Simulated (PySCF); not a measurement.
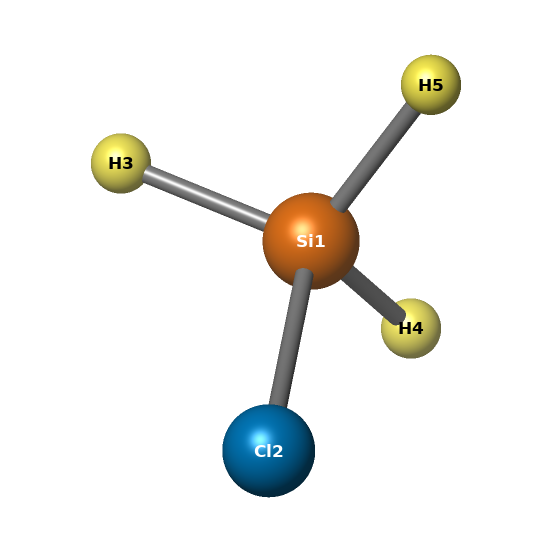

The computed structure is the end point of a PBE0-D3(BJ)/def2-SVP optimisation. No frequency run is at hand to confirm it as a minimum. Method: delta-SCF UKS SCAN, pcX-2 on the ionised atom, pcseg-1 elsewhere, spin-free X2C (PySCF 2.14.0).

Give the core-electron binding energies (to vacuum; p and d levels without spin–orbit splitting) of Si1 1s, Si1 2p, Cl2 1s, Cl2 2p.

| atom | level | binding energy (eV) |
| --- | --- | --- |
| Si1 | 1s | 1848.1 |
| Si1 | 2p | 108.4 |
| Cl2 | 1s | 2828.8 |
| Cl2 | 2p | 206.8 |
